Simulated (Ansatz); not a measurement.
Ligand exchange: C2H5Cl + SiH3(SH) → C2H6S + SiH3Cl

Species: C2H5Cl (chloroethane) `CCCl`, singlet; SiH3(SH) (sulfanylsilane), singlet; C2H6S (ethanethiol) `CCS`, singlet; SiH3Cl (chlorosilane) `[SiH3]Cl`, singlet. The partners trade Cl for SH: C–Cl and Si–SH bonds give way to C–SH and Si–Cl.

Shapes, held fixed at every level: PBE0-D4/def2-TZVP. Flexible molecules stand in one conformer, not always the lowest. Programs: Ansatz 0.2.0. The zero-point and thermal change to 298 K, harmonic and unscaled (PBE0-D4/def2-TZVP), is +0.8 kJ/mol.

```csv
level,kind,ΔH(298 K) (kJ/mol),less CCSD(T)/CBS estimate
HF/def2-TZVPP,Hartree–Fock,-47.9,-3.1
PBE-D4/def2-TZVPP,GGA,-38.7,+6.1
BHLYP-D4/def2-TZVPP,global hybrid,-45.8,-1.0
r2SCAN0-D4/def2-TZVPP,global hybrid,-43.7,+1.1
wB97X-V/def2-TZVPP,range-separated hybrid,-44.0,+0.8
B2PLYP/def2-TZVPP,double hybrid,-44.4,+0.4
CCSD(T)/def2-SVP,coupled cluster or CI,-46.2,-1.4
CCSD(T)/CBS estimate,coupled cluster or CI,-44.8,0.0
```

The highest level, CCSD(T)/CBS estimate, gives ΔH(298 K) = -44.8 kJ/mol; the levels span -47.9 to -38.7. The column of differences is taken from that level and isn't an error. No measured value is set beside it here. The CBS estimate extrapolates MP2 from def2-TZVPP and def2-QZVPP and adds CCSD(T) − MP2 in the triple-zeta set, cores frozen.

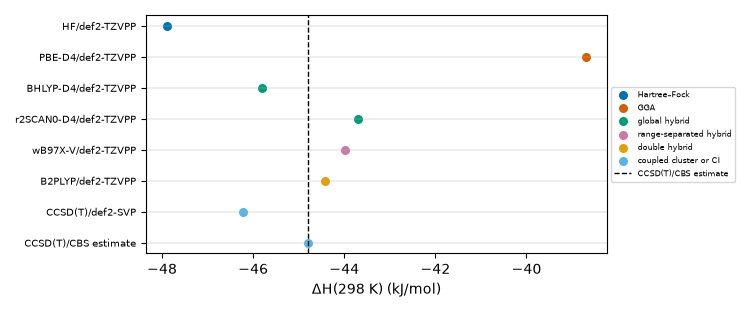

The values of the table, level by level.
